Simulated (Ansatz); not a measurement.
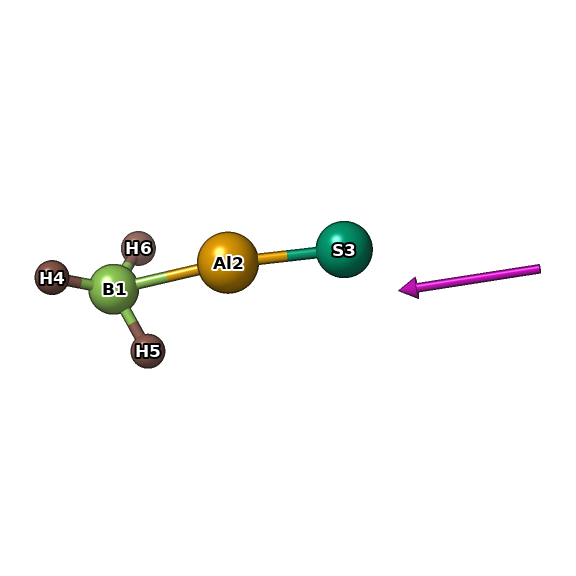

The arrow beside the molecule shows the direction of the dipole moment, from the negative to the positive end (its length means nothing). The species is neutral and a spin doublet. Computed geometry: PBE0-D4/def2-TZVP optimisation. No frequency run is at hand to confirm it as a minimum. Method: UKS PBE0-D4/def2-TZVP (Ansatz 0.2.0).

### How large is the dipole moment?

3.52 D; it points from the side of S3 to the side of H4 (the outermost atoms at the two ends).
